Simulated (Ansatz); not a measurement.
The compound is TcCl2 (1T sheet).

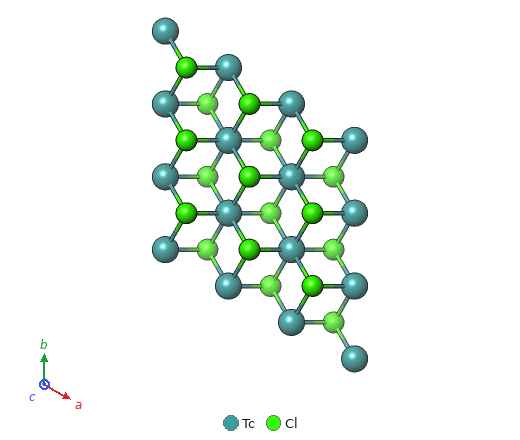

The structure (technetium teal, chlorine green). 3×3×1 cells are drawn. Some periodic images of atoms are drawn too.

The cell holds 3 atoms: 1 Tc and 2 Cl. Its edges and angles: a = 3.234 Å, b = 3.234 Å, c = 30.112 Å, α = 90.0°, β = 90.0°, γ = 120.0°. Vacuum lies along c.

```xyz
3
Lattice="-2.2870 0.0000 -2.2870 0.0000 2.2870 2.2870 17.3850 17.3850 -17.3850" Properties=species:S:1:pos:R:3
Tc    5.5298    5.5298   -5.5298
Cl    5.6515    7.9385   -5.6515
Cl    3.1212    5.4081   -5.4081
```

The structure was relaxed with PBEsol. The structure was generated from a model, not taken from a measurement. The runs that relaxed it are not among those shown. The program's search for lower electronic states was switched off, so nothing shows that the state found is the lowest. PAW set soft_2, made with PBE.

A constrained-RPA run (Ansatz 0.2.0; non-magnetic PBEsol; Tc d + anion p, bands v9 to c2, 6×6×1 mesh, medium accuracy) builds 11 functions on bands 11 eV wide, with 17.0 electrons in the window. The bare on-site interaction is 14.5 eV and the bare J 0.54 eV.

Q: What U and J survive the screening?

On the Tc d shell, U = 6.29 eV (43 % of the bare value), U′ = 5.46 eV, J = 0.41 eV.

The parent state is non-magnetic and the interaction static (zero frequency); U depends on the window and the orbitals, so it belongs to this model alone. A window that holds the anion p bands defines a model with explicit ligands; its U belongs to that model and is not the U of DFT+U.

[Paths, hosts, dates, memory and timing lines, banners, echoed tables and standing remarks are left out of the program output.]

[Logs are printed without paths, hosts, clocks, repeated set-up lines and the standing remarks that a program may print on its own settings, such as how far it seeks lower states.]

[Runs of the session that timed out or met a known fault of the program may be left out.]

[Hosts, paths, dates, database ids (printed as entryN), source tags and the programs' standing remarks are cut or masked in the printed files.]
